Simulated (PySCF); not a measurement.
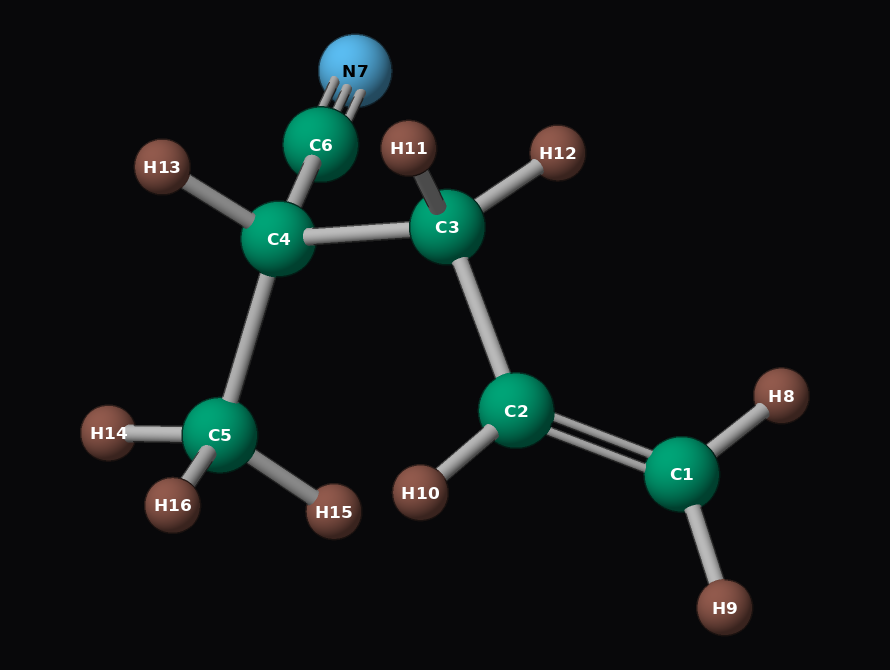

The questions are on isotropic NMR shieldings of the H atoms. Geometry: an image of a reaction path computed with GFN2-xTB, not a minimum. Level of theory: GIAO PBE0/pcSseg-1 NMR shielding, non-relativistic, gas phase (PySCF 2.14.0).

List the isotropic NMR shieldings of the H atoms.

```json
{"atom": "H8", "σ (ppm)": "26.16"}
{"atom": "H9", "σ (ppm)": "26.19"}
{"atom": "H10", "σ (ppm)": "25.73"}
{"atom": "H11", "σ (ppm)": "28.82"}
{"atom": "H12", "σ (ppm)": "29.20"}
{"atom": "H13", "σ (ppm)": "29.09"}
{"atom": "H14", "σ (ppm)": "30.42"}
{"atom": "H15", "σ (ppm)": "30.30"}
{"atom": "H16", "σ (ppm)": "30.62"}
```
